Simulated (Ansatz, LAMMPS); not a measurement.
**Structural relaxation of amorphous Zn20Hg10Se19S11 (60 atoms)**

Aim: bring amorphous Zn20Hg10Se19S11 (60 atoms) to a nearby minimum of the energy and see what moves.

Main program and level: Ansatz 0.2.0; Kohn-Sham DFT, PBE, PAW (set soft_2, large core), plane waves.

### Step 1. Set-up

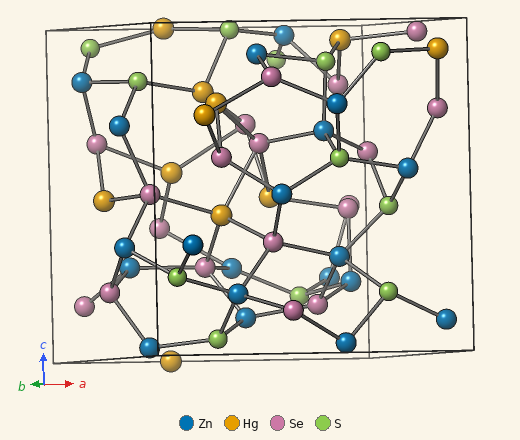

The starting structure, seen slightly off an axis (zinc blue, mercury orange, selenium pink, sulfur green). Bonds to atoms that aren't drawn are left out. Some periodic images of atoms are drawn too.

The cell holds 60 atoms: 20 Zn, 10 Hg, 19 Se and 11 S. Cell: a = 11.236 Å, b = 11.236 Å, c = 11.236 Å, α = 90.0°, β = 90.0°, γ = 90.0°. 60 atoms (20 Zn, 10 Hg, 19 Se, 11 S) placed at random at 6.05 g/cm³, melted at 2500 K for 10 ps at fixed volume with the Stillinger-Weber II-VI potential (Zhou et al., Phys. Rev. B 88, 085309 (2013)). Quenched from 2500 K to 500 K at 100 K/ps and fixed volume, held 5 ps.

What the set-up can't give: The quench rate of 100 K/ps is many orders above laboratory rates, so the cell is likely richer in defects and strain than a real sample. The network of bonds at the start is that of the classical potential that made the cell. Only the Γ point is sampled, in a cell whose shortest periodic width is 11 Å. No spin–orbit coupling is included, so levels derived from the heavy atoms are approximate.

### Step 2. The classical run that made the cell

A classical potential supplies the starting structure, since it reaches far longer times than DFT.

This step: classical MD, Stillinger-Weber II-VI potential (Zhou et al., Phys. Rev. B 88, 085309 (2013)) (LAMMPS 22 Jul 2025 - Update 4).

The input, in.lmp:

```
# melt-quench of Zn20Hg10Se19S11
units metal
atom_style atomic
boundary p p p
region box block 0 11.2355 0 11.2355 0 11.2355
create_box 4 box
mass 1 65.3800   # Zn
mass 2 200.5920   # Hg
mass 3 78.9710   # Se
mass 4 32.0600   # S
create_atoms 1 random 20 628639 NULL overlap 2.07 maxtry 2000
create_atoms 2 random 10 628646 NULL overlap 2.07 maxtry 2000
create_atoms 3 random 19 628653 NULL overlap 2.07 maxtry 2000
create_atoms 4 random 11 628660 NULL overlap 2.07 maxtry 2000
pair_style sw
pair_coeff * * CdTeZnSeHgS0.sw Zn Hg Se S
neigh_modify delay 0 every 1 check yes
thermo_style custom step time temp pe press density
thermo_modify norm yes
timestep 0.001
thermo 100
min_style cg
minimize 1e-4 1e-4 200 2000
reset_timestep 0
velocity all create 2500 628640 mom yes dist gaussian
fix lim all nve/limit 0.05
fix lan all langevin 2500 2500 0.1 628641 zero yes
thermo 500
run 1000 post no
unfix lim
unfix lan
thermo 1666
fix md all nvt temp 2500 2500 0.1
run 10000 post no
unfix md
thermo 2000
fix md all nvt temp 2500 500 0.1
run 20000 post no
unfix md
thermo 2500
fix md all nvt temp 500 500 0.1
run 5000 post no
unfix md
write_dump all custom glass.dump id type xs ys zs modify sort id
```

On the command line:

```console
> lmp -in in.lmp -log none -nocite
```

Numbers of over 12 decimals in the logs are rounded to 6 here.

What it wrote:

```text
LAMMPS (22 Jul 2025 - Update 4)
Created orthogonal box = (0 0 0) to (11.2355 11.2355 11.2355)
Created 20 atoms
Created 10 atoms
Created 19 atoms
Created 11 atoms
   Step          Time           Temp          PotEng         Press         Density
         0   0              0              0.89357527     570036.42      6.0489379
       100   0.1            0             -2.0359145      8892.1223      6.0489379
       101   0.101          0             -2.0361181      8527.5604      6.0489379
Loop time of 0.0342924 s on 1 MPI rank(s) for 101 steps with 60 atoms
Minimization stats:
  Stopping criterion = energy tolerance
  Energy initial, next-to-last, final =
     0.893575270537275  -2.03591451661976  -2.03611809058552
  Force two-norm initial, final = 98.945281 0.43581138
  Iterations, force evaluations = 101 150
   Step          Time           Temp          PotEng         Press         Density
         0   0              2500          -2.0361181      22885.712      6.0489379
[... 5 lines left out ...]
      1666   1.666          2601.8421     -1.6218906      44997.395      6.0489379
      3332   3.332          2770.1367     -1.6887427      23183.065      6.0489379
      4998   4.998          2029.2477     -1.7016239      60001.877      6.0489379
      6664   6.664          2120.6783     -1.6609734      51010.629      6.0489379
      8330   8.33           2205.3332     -1.6731624      32878.376      6.0489379
[... 2 lines left out ...]
Loop time of 1.06473 s on 1 MPI rank(s) for 10000 steps with 60 atoms
   Step          Time           Temp          PotEng         Press         Density
[... 12 lines left out ...]
Loop time of 1.84853 s on 1 MPI rank(s) for 20000 steps with 60 atoms
   Step          Time           Temp          PotEng         Press         Density
     31000   31             486.25409     -2.176551       19083.983      6.0489379
     32500   32.5           560.38933     -2.1670849      21485.614      6.0489379
     35000   35             417.52309     -2.1620397      28358.49       6.0489379
     36000   36             513.18957     -2.170663       23711.396      6.0489379
Loop time of 0.39636 s on 1 MPI rank(s) for 5000 steps with 60 atoms
```

Wall time 3.8 s (1 thread of AMD EPYC 9R45, shared host); peak memory 0.07 GiB.

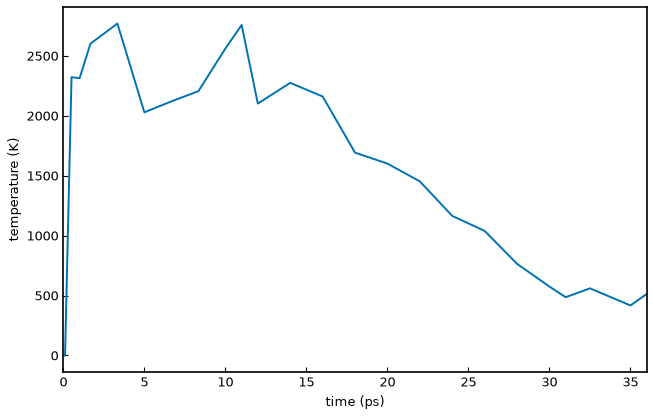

Temperature against time.

### Step 3. Single point at the start

A single point comes first, to see the forces before anything moves.

The input, input.yaml:

```yaml
crystal:
  lattice:
    - [11.2355, 0.0, 0.0]
    - [0.0, 11.2355, 0.0]
    - [0.0, 0.0, 11.2355]
  atoms:
    - { symbol: Zn, position: [0.86944, 0.97059, 0.24395] }
    - { symbol: Zn, position: [0.46509, 0.55815, 0.11959] }
    - { symbol: Zn, position: [0.83096, 0.65128, 0.22527] }
    - { symbol: Zn, position: [0.64094, 0.13564, 0.03173] }
    - { symbol: Zn, position: [0.03677, 0.43137, 0.69955] }
    - { symbol: Zn, position: [0.65545, 0.34829, 0.67375] }
    - { symbol: Zn, position: [0.02776, 0.75271, 0.83835] }
    - { symbol: Zn, position: [0.85515, 0.15486, 0.55364] }
    - { symbol: Zn, position: [0.52751, 0.86958, 0.27462] }
    - { symbol: Zn, position: [0.45427, 0.15515, 0.48188] }
    - { symbol: Zn, position: [0.97832, 0.19122, 0.09846] }
    - { symbol: Zn, position: [0.13206, 0.04282, 0.33128] }
    - { symbol: Zn, position: [0.69222, 0.33624, 0.29535] }
    - { symbol: Zn, position: [0.34148, 0.25448, 0.18571] }
    - { symbol: Zn, position: [0.16079, 0.73675, 0.27848] }
    - { symbol: Zn, position: [0.68399, 0.79355, 0.97059] }
    - { symbol: Zn, position: [0.59148, 0.02235, 0.74836] }
    - { symbol: Zn, position: [0.1388, 0.49688, 0.03309] }
    - { symbol: Zn, position: [0.02827, 0.38138, 0.33207] }
    - { symbol: Zn, position: [0.43542, 0.3074, 0.90697] }
    - { symbol: Hg, position: [0.18465, 0.06191, 0.72136] }
    - { symbol: Hg, position: [0.92946, 0.07004, 0.91037] }
    - { symbol: Hg, position: [0.34162, 0.90885, 0.99892] }
    - { symbol: Hg, position: [0.60064, 0.71214, 0.48438] }
    - { symbol: Hg, position: [0.33003, 0.38659, 0.76214] }
    - { symbol: Hg, position: [0.76151, 0.49089, 0.94833] }
    - { symbol: Hg, position: [0.32637, 0.8171, 0.56342] }
    - { symbol: Hg, position: [0.37921, 0.50914, 0.42794] }
    - { symbol: Hg, position: [0.07269, 0.70181, 0.48004] }
    - { symbol: Hg, position: [0.37723, 0.65447, 0.80152] }
    - { symbol: Se, position: [0.56002, 0.80728, 0.70541] }
    - { symbol: Se, position: [0.47861, 0.32029, 0.34136] }
    - { symbol: Se, position: [0.38344, 0.68786, 0.27557] }
    - { symbol: Se, position: [0.83654, 0.48072, 0.61129] }
    - { symbol: Se, position: [0.40513, 0.08211, 0.83357] }
    - { symbol: Se, position: [0.14439, 0.4778, 0.49334] }
    - { symbol: Se, position: [0.96984, 0.20634, 0.73407] }
    - { symbol: Se, position: [0.45023, 0.05725, 0.13038] }
    - { symbol: Se, position: [0.10292, 0.84865, 0.65384] }
    - { symbol: Se, position: [0.84039, 0.69028, 0.44534] }
    - { symbol: Se, position: [0.04154, 0.57277, 0.20166] }
    - { symbol: Se, position: [0.5022, 0.50496, 0.64189] }
    - { symbol: Se, position: [0.93832, 0.97364, 0.45987] }
    - { symbol: Se, position: [0.67637, 0.50641, 0.15546] }
    - { symbol: Se, position: [0.073, 0.91224, 0.16787] }
    - { symbol: Se, position: [0.34059, 0.98515, 0.40013] }
    - { symbol: Se, position: [0.29278, 0.23633, 0.59683] }
    - { symbol: Se, position: [0.9624, 0.36316, 0.96841] }
    - { symbol: Se, position: [0.81709, 0.68998, 0.81833] }
    - { symbol: S, position: [0.32607, 0.40818, 0.05436] }
    - { symbol: S, position: [0.14851, 0.58181, 0.83544] }
    - { symbol: S, position: [0.11203, 0.91906, 0.94312] }
    - { symbol: S, position: [0.64846, 0.29336, 0.88114] }
    - { symbol: S, position: [0.48768, 0.72091, 0.98922] }
    - { symbol: S, position: [0.14301, 0.23066, 0.23924] }
    - { symbol: S, position: [0.72744, 0.83264, 0.18752] }
    - { symbol: S, position: [0.78854, 0.16588, 0.18433] }
    - { symbol: S, position: [0.72606, 0.99773, 0.90223] }
    - { symbol: S, position: [0.63797, 0.15053, 0.58825] }
    - { symbol: S, position: [0.85094, 0.33448, 0.4457] }
kpoints:
  mp_grid: { grid: [1, 1, 1] }
hamiltonian:
  xc: pbe
  pseudopotentials: { kind: paw, core: large }
scf:
  occupations: { method: gaussian, width: 0.025 }
output:
  forces: true
  stress: true
  populations: true
  dos:
    method: { smearing: { sigma: 0.1 } }
    de: 0.1
    projected: { site_lists: { Hg: [Hg], S: [S], Se: [Se], Zn: [Zn] } }
  eigenvalues: true
```

On the command line:

```console
> ansatz run input.yaml --threads 4 --pin off --max-ram 8192MiB --backend cpu --events-out ev --progress --plain --runs-dir out
```

What it wrote:

```text
Engine: ansatz 0.2.0, x86_64-unknown-linux-gnu
Pseudopotentials: kind: paw
Pseudopotential: Zn, paw, valence charge 12, recommended cutoff 420 eV (normal), Zn.paw.azcp
Pseudopotential: Hg, paw, valence charge 12, recommended cutoff 420 eV (normal), Hg.paw.azcp#standard-large-core
Pseudopotential: Se, paw, valence charge 6, recommended cutoff 420 eV (normal), Se.paw.azcp#standard-large-core
Pseudopotential: S, paw, valence charge 6, recommended cutoff 420 eV (normal), S.paw.azcp
[... 5 lines on functional and potentials left out ...]
Crystal: 60 atoms, lattice volume = 1418.330 Å³
Basis set: ecut = 420 eV, 27633 PW (Γ), exchange–correlation on 160×160×160 points (8 copies of the dense FFT grid, shifted against one another)
Bands: 330, of which v1, the nominal top of the filled ones, is band 270 counted from 1 (269 counted from 0)
Symmetry: 1 space group operations
Space group: P1 (ITA 1), of the structure as read, at distance tolerance 1.1e-4 Å
k-points: 1
[... 9 lines on functional and potentials left out ...]
Initial density: superposition of atomic densities (chi_scale 0.1, normalization cell, long waves kept (reshape's long-wave potential 0.38 eV rms))
Initial wavefunctions: pseudopotential atomic-orbital guess
Functional: x = pbe(κ = 0.804, μ = 0.219515), c = pbe(β = 0.066725)
SCF iter   1: F=—  HF=-235400.334431 eV  |F-HF|=—  |Δ(HF+E_count)|=         —  Δρ=3.77e-2  dr2=4.16e1  ethr=3.10e-3  ⟨swp⟩=8.0  Hψ=1589  notcnv=0  defer=39
preconditioner: auto → Resta (q_TF=auto, 2.323 Å⁻¹)  ε∞=6.3  [insulator: Δε(μ)=0.226 eV  Ē_g=9.913 eV  σ=0.025 eV  W_gap=1.00  n_scr=304 (ndim 8)  ℏωp=22.9 eV  f_vac=0.034  D(μ)=0.00/eV (n_scr^D=0)  ε∞_Penn≈6.3]
SCF iter   2: F=—  HF=-235393.088291 eV  |F-HF|=—  |Δ(HF+E_count)|=    7.25e0  Δρ=1.52e-2  dr2=7.02e0  ethr=3.10e-3  ⟨swp⟩=3.0  Hψ=628  notcnv=0  defer=53
SCF iter   3: F=—  HF=-235392.158468 eV  |F-HF|=—  |Δ(HF+E_count)|=   9.30e-1  Δρ=1.12e-2  dr2=4.35e0  ethr=1.30e-3  ⟨swp⟩=3.0  Hψ=628  notcnv=0  defer=53
SCF iter   4: F=—  HF=-235391.658504 eV  |F-HF|=—  |Δ(HF+E_count)|=   5.00e-1  Δρ=4.18e-3  dr2=4.82e-1  ethr=8.05e-4  ⟨swp⟩=2.0  Hψ=347  notcnv=0  defer=53
SCF iter   5: F=—  HF=-235391.645400 eV  |F-HF|=—  |Δ(HF+E_count)|=   1.31e-2  Δρ=2.75e-3  dr2=1.73e-1  ethr=8.93e-5  ⟨swp⟩=2.0  Hψ=623  notcnv=0  defer=53
SCF iter   6: F=—  HF=-235391.638281 eV  |F-HF|=—  |Δ(HF+E_count)|=   7.12e-3  Δρ=8.82e-4  dr2=2.59e-2  ethr=3.20e-5  ⟨swp⟩=2.0  Hψ=520  notcnv=0  defer=53
SCF iter   7: F=—  HF=-235391.642053 eV  |F-HF|=—  |Δ(HF+E_count)|=   3.77e-3  Δρ=5.62e-4  dr2=9.15e-3  ethr=4.80e-6  ⟨swp⟩=2.0  Hψ=546  notcnv=0  defer=53
SCF iter   8: F=—  HF=-235391.643024 eV  |F-HF|=—  |Δ(HF+E_count)|=   9.71e-4  Δρ=2.18e-4  dr2=1.92e-3  ethr=1.69e-6  ⟨swp⟩=3.0  Hψ=514  notcnv=0  defer=53
SCF iter   9: F=—  HF=-235391.643854 eV  |F-HF|=—  |Δ(HF+E_count)|=   8.30e-4  Δρ=1.50e-4  dr2=8.13e-4  ethr=3.55e-7  ⟨swp⟩=3.0  Hψ=516  notcnv=0  defer=53
SCF iter  10: F=—  HF=-235391.644186 eV  |F-HF|=—  |Δ(HF+E_count)|=   3.33e-4  Δρ=8.31e-5  dr2=2.75e-4  ethr=1.51e-7  ⟨swp⟩=2.0  Hψ=507  notcnv=0  defer=53
SCF iter  11: F=—  HF=-235391.644280 eV  |F-HF|=—  |Δ(HF+E_count)|=   9.38e-5  Δρ=3.61e-5  dr2=3.13e-5  ethr=5.10e-8  ⟨swp⟩=3.0  Hψ=523  notcnv=0  defer=53
SCF iter  12: F=—  HF=-235391.643334 eV  |F-HF|=—  |Δ(HF+E_count)|=   9.46e-4  Δρ=2.07e-5  dr2=8.75e-6  ethr=5.79e-9  ⟨swp⟩=3.0  Hψ=836  notcnv=0  defer=53
SCF iter  13: F=—  HF=-235391.643342 eV  |F-HF|=—  |Δ(HF+E_count)|=   7.97e-6  Δρ=1.00e-5  dr2=3.99e-6  ethr=1.62e-9  ⟨swp⟩=2.0  Hψ=513  notcnv=0  defer=53
SCF iter  14: F=—  HF=-235391.643346 eV  |F-HF|=—  |Δ(HF+E_count)|=   3.56e-6  Δρ=8.83e-6  dr2=5.35e-6  ethr=7.38e-10  ⟨swp⟩=2.0  Hψ=546  notcnv=0  defer=53
SCF iter  15: F=—  HF=-235391.643346 eV  |F-HF|=—  |Δ(HF+E_count)|=   2.59e-7  Δρ=2.23e-6  dr2=1.23e-7  ethr=7.38e-10  ⟨swp⟩=3.0  Hψ=341  notcnv=0  defer=53
SCF iter  16: F=-235391.643346 eV  HF=-235391.643346 eV  |F-HF|=2.77e-8  |Δ(HF+E_count)|=   1.57e-7  Δρ=1.70e-6  dr2=7.20e-8  ethr=1.85e-11  ⟨swp⟩=15.0  Hψ=1913  notcnv=0
SCF 1 converged in 16 iterations: F = -235391.643346 eV  dr2 = 7.20e-8
  greatest PAW one-centre occupation: 0.986 electrons in one spin orbital (limit 2), on the Zn atom at site 8 (counted from 0), in its partial waves of l = 2
SCF converged after 16 iterations
Free energy (F): -235391.643346 eV
Harris-Foulkes:  -235391.643346 eV  (|F-HF|=2.77e-8)
Internal energy: -235391.643345 eV  (E = F + TS)
E sigma→0 (E₀):  -235391.643346 eV
Entropy (-TS):   -0.000001 eV (-0.000 meV/atom)
Fermi energy:    6.675418 eV
--- Per-component energies (eV) ---
  E_band       = 97.883503
  E_kinetic    = 9211.442661
  E_local      = -54061.136697  (includes V_loc(G=0)·N_el)
  E_nonlocal   = 15921.409411
  E_hartree    = 21909.541488
  E_xc         = -10353.028128
  E_vxc        = -4968.106500  (∫ρ·V_xc dr)
  E_paw        = -183498.227248  (= ΣΔE_a)
  E_vpaw       = -9824.793943  (= ΣTr[D̂ρ^β])
  E_aug_tail   = -0.010138  (compensation charges beyond the density's cutoff)
  E_ewald      = -34521.634695
  E_smearing   = -0.000001  (= −TS)
  E_closure    = -0.000000  (closes the sum)
  Σ components = -235391.643346   (vs F -235391.643346, Δ=0.00e0)
--- Forces (eV/Å), atoms counted from 1 ---
  atom   1  Zn    -0.26962004     0.29199492     0.61243490
  atom   2  Zn    -0.08731525     0.01323485    -0.14149086
  atom   3  Zn    -0.20494468     0.03875077     0.61471537
  atom   4  Zn     0.12561712    -0.07008444     0.08112270
  atom   5  Zn     0.18459079    -0.12623330     0.24817062
  atom   6  Zn    -0.05310178    -0.48158889     0.18767955
  atom   7  Zn    -0.07674627    -0.12687894     0.10378248
  atom   8  Zn     0.04538631    -0.62315223    -0.06074278
  atom   9  Zn    -0.16109425     0.19428535    -0.29383592
  atom  10  Zn     0.32601720    -0.06867594     0.30524566
  atom  11  Zn     0.24430535     0.75786820     0.60105547
  atom  12  Zn    -0.20951113     0.15031153     0.70617430
  atom  13  Zn     0.37972042    -0.34736940    -0.24663686
  atom  14  Zn     0.17997529    -0.49853183     0.15870391
[...]
atom  59  S      0.25436291     0.08397514    -0.02245340
  atom  60  S      0.02527816     0.70105706    -0.17202972
  max |Σ_I F_I| component: 2.96e-5 eV/Å
--- Stress (GPa, compression-positive) ---
       -0.319507      -0.022418       0.264335
       -0.022418       2.154556      -0.091531
        0.264335      -0.091531       4.368681
  P = ⅓ Tr σ = 2.0679 GPa (20.679 kbar)
--- Band table (eV) ---
  k-point 0: bands = ["-7.9478", "-7.4974", "-7.2999", "-7.0283", [... 314 levels ...], "11.2921", "11.3819", "11.4223", "11.4470", "11.4715", "11.5041", "11.6230", "11.7121", "11.7415", "11.8093", "11.8570", "11.9514"]
--- Löwdin populations: 60 sites ---
  site symbol       q [e]
     0     Zn     10.7975
     1     Zn     10.7577
     2     Zn     10.7638
[...]
59      S      6.6513
  spilling = 0.011710 (of n_electrons = 540.000000)
```

It took 18 s on 4 threads of AMD EPYC 9R45, shared host; peak memory 1.8 GiB; 40 s of CPU time.

The column dr2 measures how far the density is from self-consistency, as an energy; F and HF (Harris–Foulkes) agree once it is small.

The program notes that potentials were chosen by core size.

Read from the output:

```
free energy                                      : -235391.6433 eV
free energy per atom                             : -3923.1941 eV/atom
SCF cycles                                       : 16
pressure                                         : 2.068 GPa
r.m.s. force component                           : 0.6464 eV/Å
longest force                                    : 4.411 eV/Å
Fermi energy                                     : 6.675 eV
gap (highest filled to lowest empty level) : 0.1625 eV
spilling of the projection                       : 0.01171
```

The r.m.s. force component of 0.65 eV/Å and the pressure of 2.1 GPa set the starting point.

Length of the force by element:

```
element  coordination  atoms  mean length of the force (eV/Å)  spread   least  most
     Hg           all     10                             1.03    1.01   0.396  4.01
      S           all     11                            0.727   0.358  0.0747  1.38
     Se           all     19                            0.954   0.345   0.454  1.61
     Zn           all     20                            0.778   0.880   0.165  4.41
```

(Part 1 of 3 ends here.)

[Logs are printed without paths, hosts, clocks, repeated set-up lines and the standing remarks that a program may print on its own settings, such as how far it seeks lower states.]

[Hosts, paths, dates, database ids (printed as entryN), source tags and the programs' standing remarks are cut or masked in the printed files.]
